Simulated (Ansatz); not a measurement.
# H6HfN2O2 (SMILES [NH2][Hf]([NH2])([OH])[OH]): what the fields show

The calculation's input:

```
crystal:
  periodic: [false, false, false]
  atoms:
    - {symbol: N, position_ang: [-1.596853, 0.972880, 0.133366]}
    - {symbol: Hf, position_ang: [0.147566, -0.012193, -0.277833]}
    - {symbol: N, position_ang: [0.751939, -0.909009, 1.458054]}
    - {symbol: O, position_ang: [1.629033, 1.140971, -0.765203]}
    - {symbol: O, position_ang: [-0.317266, -1.241965, -1.703601]}
    - {symbol: H, position_ang: [-2.424679, 0.958422, -0.444637]}
    - {symbol: H, position_ang: [-1.768466, 1.564463, 0.933482]}
    - {symbol: H, position_ang: [1.693177, -0.895643, 1.823451]}
    - {symbol: H, position_ang: [0.169288, -1.451872, 2.078897]}
    - {symbol: H, position_ang: [2.009975, 1.953455, -1.081597]}
    - {symbol: H, position_ang: [-0.293714, -2.079518, -2.154368]}
basis:
  gaussian: {orbitals: def2-TZVPP}
hamiltonian: {xc: pbe0, dispersion: d4}
output: {orbitals: {seedname: orbitals}}
```

Command:

```sh
ansatz run in.yaml --threads 4 --pin off --events-out ev --progress --plain --max-ram 10444MiB
```

Geometry: PBE0-D4/def2-TZVP; core potentials replace the inner electrons of Hf.

Theory: RKS PBE0-D4/def2-TZVPP (Ansatz).

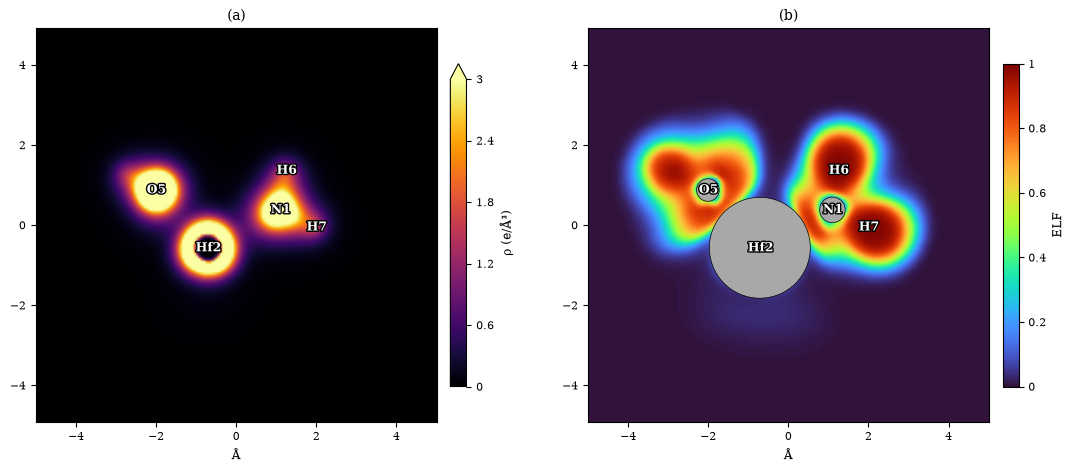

Figure 1. (a) electron density; (b) ELF on the plane of atoms N1, Hf2 and O5. Grey discs cover the atomic cores in the ELF map.

> Describe what can be read from this map.

Atoms in the plane: N, Hf, O and H. Hf–O (1.94 Å): ρ at the midpoint is about 0.86 e/Å³; the ELF peaks at about 0.80 in the valence shell of O, 0.5 Å from its nucleus, and drops to about 0.20 between the two atoms. Hf–N (2.05 Å): ρ at the midpoint is about 0.8 e/Å³; the ELF peaks at about 0.90 in the valence shell of N, 0.6 Å from its nucleus, and is about 0.30 at the midpoint. N–H (1.01 Å): ρ at the midpoint is about 2.8 e/Å³; the ELF climbs to about 1 towards the hydrogen, as it does in any bond to H; an ordinary covalent bond to hydrogen.

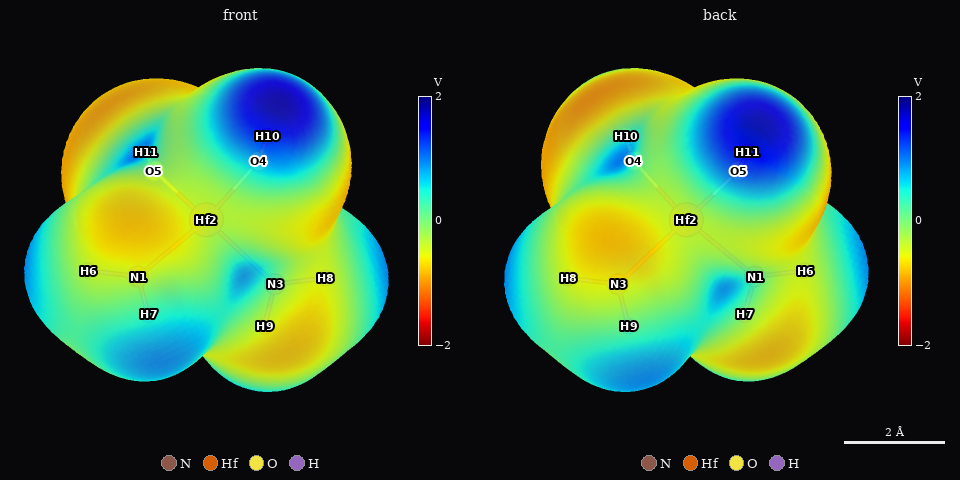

Figure 2. The electrostatic potential painted on the density surface at 0.001 e/bohr³, seen from the front and from behind; red is negative and blue positive.

> Describe the electrostatic potential map.

The most negative region (about −1.0 V) lies over O4 and O5, the most positive (about +1.7 V) over H10 and H11.

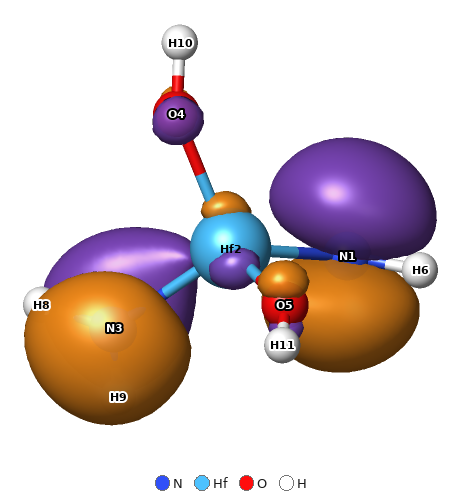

Figure 3. The HOMO at ±0.1 Å⁻³ᐟ² (orange and purple are the two phases), seen at an oblique angle.

> Describe this orbital and give its energy.

Its weight (Hirshfeld) is mainly on N1 (about 35 %), N3 (about 35 %) and Hf2 (about 10 %); largely a combination of lone pairs on N1 and N3. Its energy is −6.72 eV.
